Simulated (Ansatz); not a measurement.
## Run report: CH5ClGe, molecular dynamics (part 3 of 3)

Continued. System: CH5ClGe. Method: RHF/def2-SVP (Ansatz 0.2.0). It belongs to a series of runs on one base structure; here: dynamics from the highest image of the converged band.

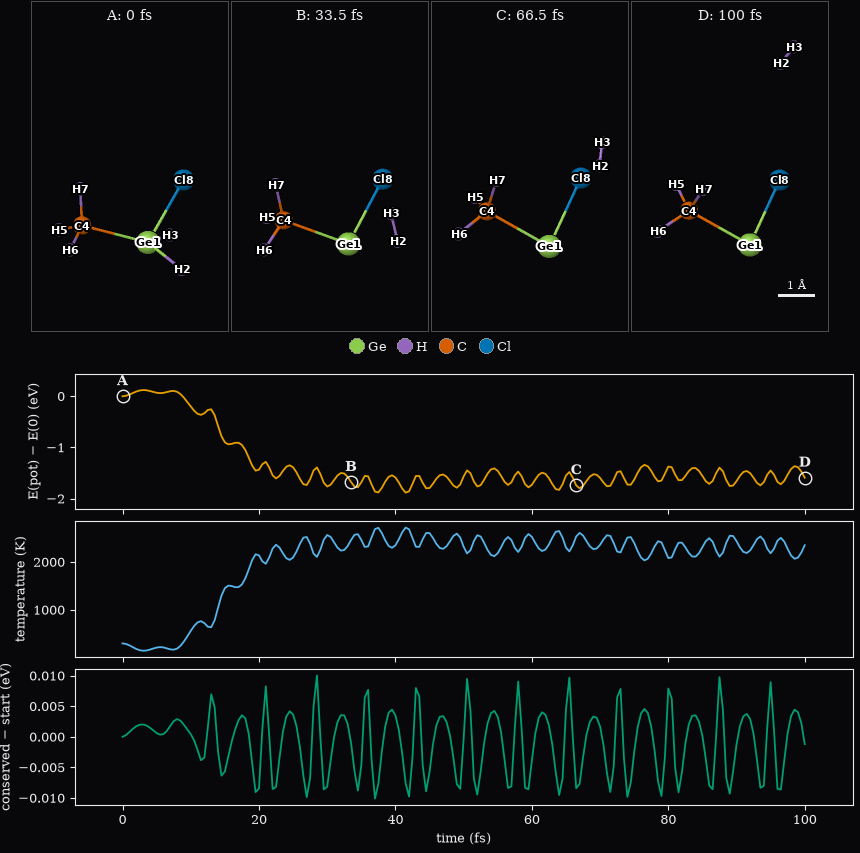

**Figure 1.** Frames of the molecular dynamics (ball-and-stick, seen at a tilt) above the curves, on which the letters mark them. The trajectory kept here has 201 frames over 100 fs. The temperature starts at 300 K, ranges from 146 to 2719 K and averages 2338 K over the second half. The potential energy ends 1.592 eV below its first value. The conserved quantity stays within 0.02 eV. After an unweighted best fit of the last frame on the first, the root-mean-square displacement is 4.06 Å, and H2 has moved furthest (6.84 Å).

```
Total energy: -70074.42879475 eV, -2575.1877600534 hartree
Atom 0 at    -0.735995    -0.137603     0.548630 Å, force    -0.451676     0.516686     0.224401 eV/Å
Atom 1 at    10.879725     2.694910    -0.366803 Å, force    -0.575562    -2.156439    -1.372347 eV/Å
Atom 2 at    10.696557     2.008662    -0.803527 Å, force     0.575536     2.156434     1.372349 eV/Å
Atom 3 at    -0.621850     1.266087    -0.827051 Å, force    -0.284749     1.464361    -0.255107 eV/Å
Atom 4 at    -1.071102     1.097596    -1.829997 Å, force     0.119759    -0.138633     0.849369 eV/Å
Atom 5 at    -0.796531     2.328270    -0.518805 Å, force     0.075119    -0.945985    -0.090665 eV/Å
Atom 6 at     0.454325     1.141858    -0.961013 Å, force     0.419099     0.319957    -0.301372 eV/Å
Atom 7 at    -0.436956    -1.621395    -0.991098 Å, force     0.122473    -1.216381    -0.426628 eV/Å
Dipole moment:    -0.047227     0.397390     0.171055 e Å
```

## Trajectory as extended XYZ (Å, eV, eV/Å), 12 of the 201 frames kept, from step=0 to step=200
```
8
Properties=species:S:1:pos:R:3:forces:R:3 step=0 time_fs=0.0 energy=-70072.83690 temperature=300.0
Ge   -0.3949   -0.0533    0.4160    0.0202  -0.0031  -0.0050
H     0.8633   -0.0722    1.3269    0.0013   0.0112   0.0177
H     1.3133    0.2655    0.2688   -0.0085  -0.0187  -0.0047
C    -0.8900    1.5598   -0.5904   -0.0251   0.0151   0.0116
H    -1.9751    1.6503   -0.5943    0.0074  -0.0030   0.0002
H    -0.4658    2.4311   -0.0914   -0.0003  -0.0037  -0.0118
H    -0.5279    1.5070   -1.6141    0.0060  -0.0010  -0.0005
Cl   -0.4491   -1.7945   -0.9069   -0.0010   0.0031  -0.0076
8
Properties=species:S:1:pos:R:3:forces:R:3 step=18 time_fs=9.0 energy=-70072.86559 temperature=339.5
Ge   -0.3900   -0.0666    0.4190   -2.3173   0.5950   0.5006
H     0.9578   -0.0964    1.2540    1.2094   0.8086  -0.7760
H     1.3888    0.3286    0.4273    0.0331  -0.5238   0.6083
C    -0.9069    1.5769   -0.6292    0.7402  -0.4981   1.5094
H    -1.9715    1.6263   -0.7216   -0.7764  -0.2163   0.2003
H    -0.5618    2.4426   -0.0809    0.0120   0.3014   0.2776
H    -0.4973    1.6248   -1.5892    0.7971  -0.1097  -1.6957
Cl   -0.4566   -1.7771   -0.8997    0.3019  -0.3571  -0.6245
8
Properties=species:S:1:pos:R:3:forces:R:3 step=36 time_fs=18.0 energy=-70073.88723 temperature=1658.2
Ge   -0.4084   -0.0743    0.4295   -1.4362   0.9714   1.4277
H     1.5823    0.1145    1.1992    1.2465   0.9853  -3.0086
H     1.8527    0.3712    0.4051   -0.4575  -0.7738   2.6858
C    -0.8774    1.5814   -0.6670    0.1018  -1.2011   2.4294
H    -1.9427    1.4595   -0.7285   -0.7877  -0.0530  -0.3220
H    -0.7033    2.4544   -0.0486    0.2307   0.2169   0.0967
H    -0.4537    1.6776   -1.6022    0.8975   0.3092  -2.3141
Cl   -0.4577   -1.7671   -0.9067    0.2048  -0.4549  -0.9948
8
Properties=species:S:1:pos:R:3:forces:R:3 step=55 time_fs=27.5 energy=-70074.45852 temperature=2382.2
Ge   -0.4478   -0.0726    0.4554    0.1727   0.5955   0.2707
H     2.6315    0.4264    0.9741   -0.8954  -0.4715   3.0726
H     2.8256    0.5268    0.3302    0.9406   0.4844  -3.0847
C    -0.8211    1.5354   -0.6937   -1.0373  -0.6426   1.6261
H    -1.8804    1.3220   -0.8731   -0.3746   0.1978   0.0806
H    -0.7684    2.4366   -0.0745    0.0247  -0.1423   0.0355
H    -0.4488    1.7532   -1.6466    1.1728  -0.0175  -1.5913
Cl   -0.4536   -1.7660   -0.9361   -0.0035  -0.0038  -0.4094
8
Properties=species:S:1:pos:R:3:forces:R:3 step=73 time_fs=36.5 energy=-70074.55678 temperature=2512.8
Ge   -0.4847   -0.0652    0.4841    0.1707  -0.4301   0.0111
H     3.6494    0.7098    0.8204   -1.0338   0.0083   4.1270
H     3.8110    0.7087    0.1765    1.0308  -0.0084  -4.1267
C    -0.8006    1.4639   -0.7200   -1.0143   0.6511   0.3001
H    -1.8769    1.3608   -1.0150    0.7620   0.0359  -0.0686
H    -0.7687    2.3780   -0.0855    0.1890  -0.4606  -0.4929
H    -0.1871    1.5959   -1.6171   -0.0994  -0.1651   0.1494
Cl   -0.4495   -1.7652   -0.9736   -0.0048   0.3690   0.1006
8
Properties=species:S:1:pos:R:3:forces:R:3 step=91 time_fs=45.5 energy=-70074.54690 temperature=2503.3
Ge   -0.5198   -0.0620    0.5130   -0.0453  -1.0134  -0.0660
H     4.6534    1.0022    0.7456    0.4598  -0.3530  -2.3561
H     4.8095    0.8820   -0.0562   -0.4616   0.3529   2.3564
C    -0.8052    1.4028   -0.7425    0.4823   0.8042  -1.1252
H    -1.7819    1.4076   -1.3117    1.1348  -0.0159   0.6628
H    -0.6536    2.3592   -0.1825   -0.3437  -0.6237  -0.5920
H     0.0527    1.2929   -1.4824   -1.1596   0.2929   0.6650
Cl   -0.4457   -1.7565   -1.0091   -0.0667   0.5561   0.4551
8
Properties=species:S:1:pos:R:3:forces:R:3 step=109 time_fs=54.5 energy=-70074.24587 temperature=2122.2
Ge   -0.5556   -0.0687    0.5409   -0.2256  -0.8103  -0.4768
H     5.6742    1.2995    0.6148    0.4807  -1.0366  -3.5256
H     5.7896    1.0502   -0.2328   -0.4814   1.0366   3.5258
C    -0.7867    1.3593   -0.7791    1.3075   0.4182  -1.8814
H    -1.6023    1.3892   -1.5374    0.2941  -0.3885   0.8119
H    -0.6565    2.3788   -0.3777   -0.0587  -0.4329   0.0285
H     0.1436    1.1064   -1.4176   -1.2145   0.6889   0.8586
Cl   -0.4433   -1.7359   -1.0350   -0.1020   0.5245   0.6590
8
Properties=species:S:1:pos:R:3:forces:R:3 step=127 time_fs=63.5 energy=-70074.65061 temperature=2631.1
Ge   -0.5937   -0.0838    0.5636   -0.0840  -0.3046  -1.0081
H     6.7070    1.5687    0.3954    0.0886  -0.5614  -1.2490
H     6.7574    1.2467   -0.3205   -0.0889   0.5615   1.2491
C    -0.7299    1.3353   -0.8508    1.3173  -0.8806   0.0263
H    -1.5686    1.1424   -1.5179    0.0199   0.0747  -0.1050
H    -0.7268    2.3420   -0.4708   -0.2214   0.5186   0.2006
H     0.2336    1.1713   -1.4072   -0.9676   0.2632   0.1898
Cl   -0.4428   -1.7038   -1.0468   -0.0639   0.3287   0.6962
8
Properties=species:S:1:pos:R:3:forces:R:3 step=145 time_fs=72.5 energy=-70074.31834 temperature=2218.5
Ge   -0.6327   -0.1023    0.5759    0.2977   0.1424  -1.3089
H     7.7352    1.8126    0.1538    0.0538   3.1821   4.9888
H     7.7294    1.4683   -0.3860   -0.0539  -3.1821  -4.9888
C    -0.6520    1.3019   -0.8941    0.3204  -0.7977   1.0788
H    -1.4689    0.9501   -1.4751   -0.9232  -0.2982  -0.8476
H    -0.8980    2.2718   -0.5482   -0.0950   1.2616   0.4868
H     0.2117    1.3348   -1.5459    0.3819  -0.1512   0.0286
Cl   -0.4435   -1.6650   -1.0436    0.0184  -0.1569   0.5623
8
Properties=species:S:1:pos:R:3:forces:R:3 step=164 time_fs=82.0 energy=-70074.47461 temperature=2404.2
Ge   -0.6708   -0.1203    0.5743    0.3832   0.4990  -0.9476
H     8.8225    2.1427    0.0112   -0.0932  -0.6947  -0.7838
H     8.7535    1.6297   -0.5675    0.0931   0.6947   0.7838
C    -0.6077    1.2683   -0.8981   -0.3655  -0.3842   1.2792
H    -1.3439    0.8630   -1.5422   -1.0412  -0.3939  -0.8980
H    -0.9508    2.2243   -0.5999   -0.2628   1.2842   0.5485
H     0.2514    1.3892   -1.5150    1.1953  -0.1920  -0.1848
Cl   -0.4437   -1.6286   -1.0272    0.0911  -0.8132   0.2027
8
Properties=species:S:1:pos:R:3:forces:R:3 step=182 time_fs=91.0 energy=-70074.31625 temperature=2211.8
Ge   -0.7032   -0.1322    0.5626   -0.0480   0.6232  -0.1694
H     9.8576    2.4529   -0.1464   -0.5753  -2.7643  -2.3610
H     9.7186    1.7850   -0.7169    0.5752   2.7643   2.3610
C    -0.6111    1.2567   -0.8801   -0.9625   0.2276   1.3936
H    -1.2572    0.9138   -1.6718   -0.1470   0.0476  -0.4465
H    -0.8819    2.2576   -0.5635   -0.0679   0.2751   0.0416
H     0.4013    1.2531   -1.2021    1.0909   0.0248  -0.5892
Cl   -0.4417   -1.6120   -1.0069    0.1344  -1.1983  -0.2302
8
Properties=species:S:1:pos:R:3:forces:R:3 step=200 time_fs=100.0 energy=-70074.42879 temperature=2351.0
Ge   -0.7360   -0.1376    0.5486   -0.4517   0.5167   0.2244
H    10.8797    2.6949   -0.3668   -0.5756  -2.1564  -1.3723
H    10.6966    2.0087   -0.8035    0.5755   2.1564   1.3723
C    -0.6218    1.2661   -0.8271   -0.2847   1.4644  -0.2551
H    -1.0711    1.0976   -1.8300    0.1198  -0.1386   0.8494
H    -0.7965    2.3283   -0.5188    0.0751  -0.9460  -0.0907
H     0.4543    1.1419   -0.9610    0.4191   0.3200  -0.3014
Cl   -0.4370   -1.6214   -0.9911    0.1225  -1.2164  -0.4266
```

The run was set up as follows.

## Input file
```yaml
crystal:
  periodic: [false, false, false]
  atoms:
    - { symbol: Ge, position_ang: [-0.39487, -0.053254, 0.415993] }
    - { symbol: H, position_ang: [0.863322, -0.072197, 1.326903] }
    - { symbol: H, position_ang: [1.313268, 0.265517, 0.268807] }
    - { symbol: C, position_ang: [-0.890038, 1.559813, -0.590438] }
    - { symbol: H, position_ang: [-1.975144, 1.650289, -0.594337] }
    - { symbol: H, position_ang: [-0.465763, 2.431074, -0.091352] }
    - { symbol: H, position_ang: [-0.527938, 1.506961, -1.614086] }
    - { symbol: Cl, position_ang: [-0.449138, -1.794501, -0.90689] }
basis:
  gaussian: { orbitals: def2-SVP }
hamiltonian:
  xc: hf
md:
  timestep: 0.5
  n_steps: 200
  ensemble: nve
  temperature: 300.0
  initial_velocities: maxwell_boltzmann
  seed: 3045
```

Launch command:
```bash
ansatz run input.yaml --threads 1 --pin off --max-ram 2048MiB --backend cpu --events-out ev --progress --plain --runs-dir out
```

## Key numbers

| quantity | value |
| --- | --- |
| outcome | finished |
| mean temperature over the second half | 2338 K |
| trajectory | 200 steps, 100 fs |
| ensemble | nve |
| temperature in the input | 300.0 K |
| time step | 0.5 fs |
| potential energy (last step) | −70074.4288 eV |
| mean-field energy (last step) | −70074.4288 eV |
| largest force (length of the vector) (last step) | 2.620 eV/Å |
| hardware | 1 thread of Intel Xeon (Sapphire Rapids), 32 GiB of memory available, shared host |
| wall time | 4.5 min |
| peak memory | 0.19 GiB |

So short a trajectory is not equilibrated.
